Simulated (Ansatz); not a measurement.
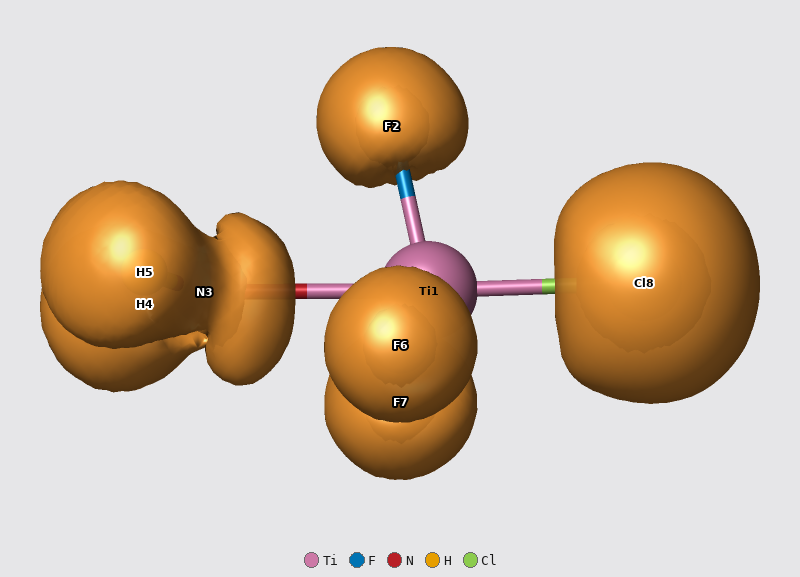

Figure. ClF3H2NTi (doublet). Isosurface of the ELF at 0.75 (orange), seen from one side. Core shells and regions of very low density are left out.

These are results of UKS PBE/def2-SVP (Ansatz 0.2.0), not measurements.

```xyz
8

Ti    0.0455    0.0000    0.9138
F     1.5647   -0.0008    1.8131
N     1.6006    0.0001   -0.7960
H     2.0463   -0.8370   -1.2165
H     2.0469    0.8371   -1.2160
F    -0.3986    1.5057    0.1170
F    -0.3995   -1.5050    0.1160
Cl   -1.4025   -0.0001    2.5990
```

Question: Where are the electrons localised?

Answer: The ELF exceeds this value in one region wrapped around Cl (its valence shell), three regions wrapped around F (the valence shell of each) and one joined region spread over several atoms (H, N), in which their bonds and any lone pairs are merged. Along the contacts the grid gives the following. Ti–F (1.76 Å): the ELF peaks at about 0.80 in the valence shell of F, 0.5 Å from its nucleus, and drops to about 0.25 between the two atoms. Ti–Cl (2.22 Å): the ELF peaks at about 0.85 in the valence shell of Cl, 0.8 Å from its nucleus, and is about 0.35 at the midpoint.
